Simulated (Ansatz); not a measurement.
The starting structures come from a database of crystals and need not be the phases stable at ambient conditions.

 Where the default PAW files enter, the runs use the earlier of Ansatz's two default sets.

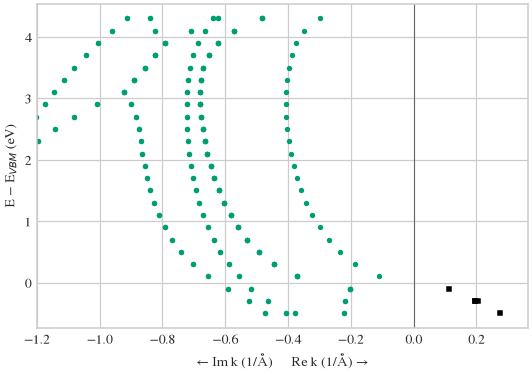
Complex bands at the centre of the two-dimensional zone; r2SCAN run with Ansatz (a quantum-chemistry and plane-wave program)

The gap is the functional's own, uncorrected, and κ follows it; spin-orbit coupling is left out. Mid-gap values are interpolated between the computed energies.

Q: This is ScCl3 (R-3, not sure to be the ambient phase, 8 atoms a cell, 25.8 Å³ an atom) along the normal of (001). Read off the slowest decay at the centre of the two-dimensional zone at 2.10 eV, the computed energy nearest the middle of the gap.

A: κ ≈ 0.39 1/Å, a decay length 1/(2κ) of the density of 1.3 Å.
